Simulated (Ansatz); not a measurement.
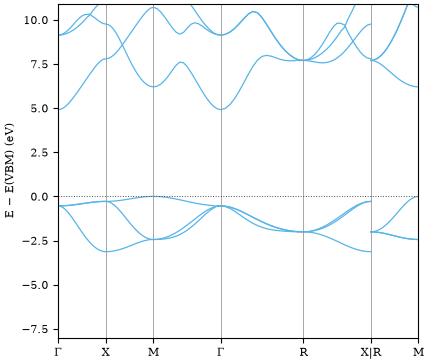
Figure: Band structure from DFT-r²SCAN in the program Ansatz with PAW potentials

Task: Read off the gap and where the band edges lie.

Result: About 4.9 eV (4.91 eV by a search for the band edges); maximum at M, minimum at Γ.

The material is NaCl (CsCl type, Pm-3m).

This is a known high-pressure phase of the composition, computed here at zero pressure and temperature. The r²SCAN relaxation kept the symmetry of its start. At this level the phase is dynamically unstable (imaginary phonons).

Potentials: the later of the program's two PAW sets.
